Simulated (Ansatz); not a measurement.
# C3H9AlO: one species, many methods

How much do the methods differ for C3H9AlO? The plan is to run it at one geometry with functionals of several rungs and with coupled cluster. The yardstick is the atomisation energy at the CCSD(T) limit.

Method: functionals in def2-TZVPP, the program's frozen cores in correlated methods; program: Ansatz 0.2.0, Gaussian basis.

Plan: PBE-D4, r2SCAN-D4, PBE0-D4, B3LYP-D4, ωB97X-V, ωB97M-V, B2PLYP; CCSD(T)/def2-TZVPP; MP2/def2-QZVPP; extrapolation to the limit.

### 1 The relaxed structure

The geometry comes from an earlier relaxation with PBE0-D4 in a triple-zeta def2 set; it is a stationary point, not always the lowest conformer.

14 atoms, charge 0, spin multiplicity 1.

Atoms are counted from 1 here; the program's logs count them from 0.

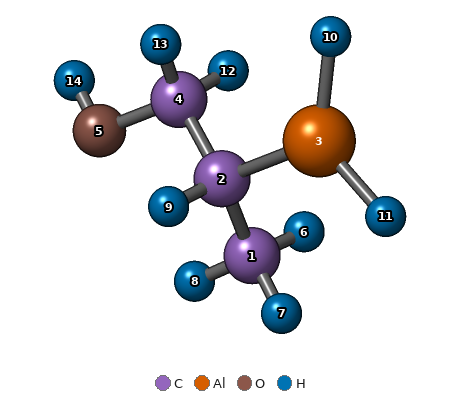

The structure; carbon purple, aluminium orange, oxygen brown, hydrogen blue; atoms are numbered from 1 in the order of the file.

### 2 PBE-D4 (GGA)

Contents of in.yaml:

```yaml
crystal:
  periodic: [false, false, false]
  atoms:
    - {symbol: C, position_ang: [-1.274465, -0.144407, 0.817349]}
    - {symbol: C, position_ang: [0.096202, 0.281950, 0.285236]}
    - {symbol: Al, position_ang: [1.586606, -0.609596, 1.209755]}
    - {symbol: C, position_ang: [0.184327, 0.184984, -1.220233]}
    - {symbol: O, position_ang: [-0.780085, 1.048443, -1.803117]}
    - {symbol: H, position_ang: [-1.487137, -1.191358, 0.575067]}
    - {symbol: H, position_ang: [-1.336402, -0.045003, 1.904217]}
    - {symbol: H, position_ang: [-2.073862, 0.457212, 0.378151]}
    - {symbol: H, position_ang: [0.240429, 1.346933, 0.539022]}
    - {symbol: H, position_ang: [2.908479, -1.031047, 0.428208]}
    - {symbol: H, position_ang: [1.476166, -0.876246, 2.773177]}
    - {symbol: H, position_ang: [0.001993, -0.853981, -1.537674]}
    - {symbol: H, position_ang: [1.193025, 0.457343, -1.563094]}
    - {symbol: H, position_ang: [-0.748177, 0.945673, -2.757166]}
basis:
  gaussian: {orbitals: def2-TZVPP}
hamiltonian: {xc: pbe, dispersion: d4}
output: {forces: true, orbitals: {seedname: orbitals}}
```

On the command line:

```sh
> ansatz run in.yaml --threads 4 --pin off --events-out ev --progress --plain --max-ram 10444MiB
```

After this run come: r2SCAN-D4 (meta-GGA); PBE0-D4 (hybrid); B3LYP-D4 (hybrid); ωB97X-V (range-separated); ωB97M-V (range-separated); B2PLYP (double hybrid); CCSD(T) in def2-TZVPP; MP2 in def2-QZVPP.

**Question.** What will the summary of the whole plan be? Wanted: atomisation energy, CCSD(T)/CBS; farthest; mean size of error, hybrid; mean size of error, range-separated; gap, smallest and largest; T1 diagnostic; triples share of the correlation energy.

The runs gave:

```
                               quantity                                           value
        atomisation energy, CCSD(T)/CBS                                       52.091 eV
    functionals within 0.260 eV (0.5 %)  r2SCAN-D4, PBE0-D4, B3LYP-D4, ωB97X-V, ωB97M-V
                               farthest                              B2PLYP (-0.663 eV)
             mean size of error, hybrid                                        0.091 eV
    mean size of error, range-separated                                        0.063 eV
              gap, smallest and largest            3.89 eV (PBE-D4), 10.25 eV (ωB97X-V)
                          T1 diagnostic                                          0.0099
triples share of the correlation energy                                           3.6 %
```

What this shows: PBE-D4 is off by +0.624 eV. Double hybrids carry the basis error of their MP2 part in triple zeta, and no dispersion term here, so their miss is partly the set-up's. Misses under about 0.260 eV are within the doubt on the reference itself, which lacks core-valence correlation, relativity and higher excitations. Hartree-Fock recovers 74 % of the binding; the rest is correlation. Orbital gaps span 3.9 to 10.2 eV; exact exchange widens them.
